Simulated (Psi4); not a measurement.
**AlF3 (SMILES [F][Al]([F])[F]): HSE06/6-311+G(d,p)**

Aim: the energy change on altering one bond length of AlF3 at HSE06/6-311+G**, from 2 runs. 

Program for the calculation: Psi4 1.11.

## Step 1: The system as given

The species is AlF3 (4 atoms), meant as a singlet with charge 0. SMILES: `[F][Al]([F])[F]`. Geometry: a GFN2-xTB relaxation, a rough one for these elements and not checked as a minimum.

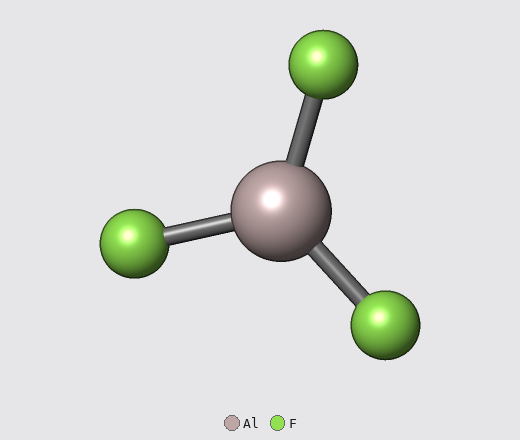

The structure, seen from a chosen angle (aluminium light grey, fluorine green).

## Step 2: Energy and gradient at HSE06/6-311+G(d,p)

Input file job.json:

```json
{
  "schema_name": "qcschema_input",
  "schema_version": 1,
  "molecule": {
    "schema_name": "qcschema_molecule",
    "schema_version": 2,
    "symbols": ["Al", "F", "F", "F"],
    "geometry": [-0.00037795, -0.00054802, -0.00238105, 3.08184095, -0.05119268, 0.02549241, -1.49579382, 2.69473056, -0.03144504, -1.58566919, -2.64298986, 0.00831479],
    "molecular_charge": 0,
    "molecular_multiplicity": 1,
    "fix_symmetry": "c1",
    "fix_com": true,
    "fix_orientation": true
  },
  "driver": "gradient",
  "model": {
    "method": "hse06",
    "basis": "6-311+G**"
  },
  "keywords": {
    "reference": "rks",
    "puream": true,
    "e_convergence": 1e-09,
    "d_convergence": 1e-08,
    "scf_type": "pk",
    "dft_radial_points": 99,
    "dft_spherical_points": 590,
    "scf_properties": ["QUADRUPOLE", "DIPOLE", "MAYER_INDICES"]
  }
}
```

Started as:

```sh
$ psi4 --qcschema job.json -n 1 --memory 1600MB
```

stdout, shortened:

```text
[...]
  Running in c1 symmetry.
[...]
  Nuclear repulsion =  159.395255317177174
[...]
  Multiplicity = 1
[...]
  Nalpha       = 20
  Nbeta        = 20
[...]
    Number of basis functions: 96
[...]
   @RKS iter   1:  -541.70059619006247   -6.42667e-01   8.92499e-03 DIIS/ADIIS
[...]
   @RKS iter   9:  -541.91786718766036   -1.95541e-11   7.24264e-09 DIIS
[...]
    Orbital Energies [Eh]
    ---------------------
    Doubly Occupied:
       1A    -56.221436     2A    -24.751835     3A    -24.751718
       4A    -24.751695     5A     -4.247216     6A     -2.781615
       7A     -2.776768     8A     -2.776760     9A     -1.208046
      10A     -1.195908    11A     -1.195767    12A     -0.523248
      13A     -0.481419    14A     -0.481343    15A     -0.459429
      16A     -0.447908    17A     -0.447838    18A     -0.440125
      19A     -0.439996    20A     -0.421487
[...]
  @RKS Final Energy:  -541.91786718766036
   => Energetics <=
    Nuclear Repulsion Energy =            159.3952553171771740
    One-Electron Energy =               -1073.5057943074439208
    Two-Electron Energy =                 410.5878841576879950
    DFT Exchange-Correlation Energy =     -38.3952123550815898
    Empirical Dispersion Energy =           0.0000000000000000
    VV10 Nonlocal Energy =                  0.0000000000000000
    Total Energy =                       -541.9178671876603630
[...]
 Multipole Moments:
 ------------------------------------------------------------------------------------
     Multipole            Electronic (a.u.)      Nuclear  (a.u.)        Total (a.u.)
 ------------------------------------------------------------------------------------
 L = 1.  Multiply by 2.5417464519 to convert [e a0] to [Debye]
 Dipole X            :          0.0004305           -0.0015119           -0.0010814
 Dipole Y            :          0.0006944           -0.0021921           -0.0014977
 Dipole Z            :          0.0042819           -0.0096942           -0.0054123
 Magnitude           :                                                    0.0057188
 L = 2.  Multiply by 1.3450342976 to convert [e a0^2] to [Debye ang]
 Quadrupole XX       :       -151.5502598          128.2454080          -23.3048518
 Quadrupole XY       :         -0.0219117            0.0214099           -0.0005018
[...]
  -Total Gradient:
     Atom            X                  Y                   Z
    ------   -----------------  -----------------  -----------------
       1       -0.000279483510    -0.000301685580    -0.000149449561
       2       -0.013598342240     0.000246982625    -0.000060991652
       3        0.006655030271    -0.011945285425     0.000191284470
       4        0.007206671778     0.011983965722     0.000014901716
[...]
```

The result, in JSON:

```text
{
 "driver": "gradient",
 "model": {
  "method": "hse06",
  "basis": "6-311+G**"
 },
 "success": true,
 "return_result": [-0.0002794835102094592, -0.0003016855802543436, -0.00014944956126328472, -0.01359834224025011, 0.000246982625262215, -6.09916521422504e-05, 0.006655030270789217, -0.011945285424671853, 0.00019128447039147545, 0.007206671777554741, 0.011983965722000611, 1.4901716288498565e-05],
 "properties": {
  "calcinfo_nbasis": 96,
  "calcinfo_nmo": 96,
  "calcinfo_nalpha": 20,
  "calcinfo_nbeta": 20,
  "calcinfo_natom": 4,
  "nuclear_repulsion_energy": 159.39525531717717,
  "return_energy": -541.9178671876604,
  "return_gradient": [-0.0002794835102094592, -0.0003016855802543436, -0.00014944956126328472, -0.01359834224025011, 0.000246982625262215, -6.09916521422504e-05, 0.006655030270789217, -0.011945285424671853, 0.00019128447039147545, 0.007206671777554741, 0.011983965722000611, 1.4901716288498565e-05],
  "scf_one_electron_energy": -1073.505794307444,
  "scf_two_electron_energy": 410.587884157688,
  "scf_xc_energy": -38.39521235508159,
  "scf_dipole_moment": [-0.0010814031527159873, -0.0014977016295896206, -0.005412265310509097],
  "scf_total_energy": -541.9178671876604,
  "scf_total_gradient": [-0.0002794835102094592, -0.0003016855802543436, -0.00014944956126328472, -0.01359834224025011, 0.000246982625262215, -6.09916521422504e-05, 0.006655030270789217, -0.011945285424671853, 0.00019128447039147545, 0.007206671777554741, 0.011983965722000611, 1.4901716288498565e-05],
  "scf_iterations": 9
 }
}
```

Run time: 26 s. Hardware: 1 thread of Intel Xeon Platinum 8375C at 2.90GHz (Ice Lake), shared host; peak memory 0.9 GiB.

## Step 3: The distorted shape, same level

Input file alf3.xyz:

```xyz
4
AlF3
Al     0.125650     0.209483    -0.002109
F      1.756690     0.182683     0.012641
F     -0.665690     1.635763    -0.017489
F     -0.839100    -1.398610     0.004400
```

Input file job.py:

```python
import psi4

psi4.set_memory('1600 MB')
psi4.set_num_threads(1)
psi4.core.set_output_file('alf3.out', False)

with open('alf3.xyz') as f:
    atoms = ''.join(f.readlines()[2:])
molecule = psi4.geometry('0 1\n' + atoms + 'symmetry c1\nno_reorient\nno_com')

psi4.set_options({
    'basis': '6-311+G**',
    'puream': True,
    'e_convergence': 1e-09,
    'd_convergence': 1e-08,
    'scf_type': 'pk',
    'dft_radial_points': 99,
    'dft_spherical_points': 590,
})

e_tot, wfn = psi4.gradient("hse06", molecule=molecule, return_wfn=True)
psi4.oeprop(wfn, "WIBERG_LOWDIN_INDICES", "LOWDIN_CHARGES", "MAYER_INDICES", title="HSE06")
print('gradient / Eh bohr^-1')
print(e_tot.np.round(6))
print(f'energy = {wfn.energy():.10f} Eh')
for k, v in sorted(psi4.core.scalar_variables().items()):
    print(f'{k:45s} {v:18.10f}')
```

Started as:

```sh
$ python job.py
```

alf3.out, shortened:

```text
[...]
  Running in c1 symmetry.
[...]
  Nuclear repulsion =  152.302687555813634
[...]
  Multiplicity = 1
[...]
  Nalpha       = 20
  Nbeta        = 20
[...]
    Number of basis functions: 96
[...]
   @RKS iter   1:  -541.67854034428308   -7.21097e-01   8.84728e-03 ADIIS/DIIS
[...]
   @RKS iter  11:  -541.89872043917671   -1.13687e-12   9.96647e-10 DIIS
[...]
  @RKS Final Energy:  -541.89872043917671
   => Energetics <=
    Nuclear Repulsion Energy =            152.3026875558136339
    One-Electron Energy =               -1059.1928567780464618
    Two-Electron Energy =                 403.3282119818575211
    DFT Exchange-Correlation Energy =     -38.3367631988014779
    Empirical Dispersion Energy =           0.0000000000000000
    VV10 Nonlocal Energy =                  0.0000000000000000
    Total Energy =                       -541.8987204391767136
[...]
 Multipole Moments:
 ------------------------------------------------------------------------------------
     Multipole            Electronic (a.u.)      Nuclear  (a.u.)        Total (a.u.)
 ------------------------------------------------------------------------------------
 L = 1.  Multiply by 2.5417464519 to convert [e a0] to [Debye]
 Dipole X            :         -7.1746670            7.3709712            0.1963042
 Dipole Y            :        -11.9591166           12.2866270            0.3275104
 Dipole Z            :          0.0528273           -0.0594300           -0.0066027
 Magnitude           :                                                    0.3818927
[...]
  -Total Gradient:
     Atom            X                  Y                   Z
    ------   -----------------  -----------------  -----------------
       1        0.043208319535     0.072187463218    -0.000431836110
       2       -0.011068353107     0.001959261662    -0.000055460787
       3        0.006986425031    -0.008930784379     0.000169488426
       4       -0.039147880416    -0.065251746340     0.000313534492
[...]
```

The script printed:

```text
gradient / Eh bohr^-1
[[ 4.3208e-02  7.2187e-02 -4.3200e-04]
 [-1.1068e-02  1.9590e-03 -5.5000e-05]
 [ 6.9860e-03 -8.9310e-03  1.6900e-04]
 [-3.9148e-02 -6.5252e-02  3.1400e-04]]
energy = -541.8987204392 Eh
CURRENT ENERGY                                   -541.8987204392
CURRENT REFERENCE ENERGY                         -541.8987204392
DD SOLVATION ENERGY                                 0.0000000000
DFT FUNCTIONAL TOTAL ENERGY                      -541.8987204392
DFT TOTAL ENERGY                                 -541.8987204392
DFT VV10 ENERGY                                     0.0000000000
DFT XC ENERGY                                     -38.3367631988
GRID ELECTRONS ALPHA                               20.0000002981
GRID ELECTRONS BETA                                20.0000002981
GRID ELECTRONS TOTAL                               40.0000005961
NUCLEAR REPULSION ENERGY                          152.3026875558
ONE-ELECTRON ENERGY                             -1059.1928567780
PCM POLARIZATION ENERGY                             0.0000000000
PE ENERGY                                           0.0000000000
SCF ITERATION ENERGY                             -541.8987204392
SCF ITERATIONS                                     11.0000000000
SCF TOTAL ENERGY                                 -541.8987204392
TWO-ELECTRON ENERGY                               403.3282119819
XC GRID RADIAL POINTS                              99.0000000000
XC GRID SPHERICAL POINTS                          590.0000000000
XC GRID TOTAL POINTS                           227449.0000000000
```

Wall time 27 s (1 thread of Intel Xeon Platinum 8375C at 2.90GHz (Ice Lake), shared host); peak memory 0.89 GiB.

## Step 4: Results

At HSE06/6-311+G**:

```
                                                          quantity          value
                                         first shape: total energy  -541.91787 Eh
                                        first shape: dipole moment         0.01 D
                                          first shape: HOMO energy      -11.47 eV
                                          first shape: LUMO energy       -2.19 eV
                                        first shape: HOMO–LUMO gap        9.28 eV
                             first shape: largest force on an atom     0.719 eV/Å
                                     distorted shape: total energy  -541.89872 Eh
                                    distorted shape: dipole moment         0.97 D
                                      distorted shape: HOMO energy      -10.83 eV
                                      distorted shape: LUMO energy       -2.78 eV
                                    distorted shape: HOMO–LUMO gap        8.06 eV
                         distorted shape: largest force on an atom     4.326 eV/Å
energy change with the Al1–F4 bond stretched from 1.631 to 1.875 Å       0.521 eV
```

What this shows: With the Al1–F4 bond stretched from 1.631 to 1.875 Å the energy rises by 0.52 eV (50.3 kJ/mol). The first shape isn't relaxed at this level, so the change isn't measured from a minimum. The largest force (first shape) is 0.72 eV/Å: the shape isn't a stationary point for this species at this level.
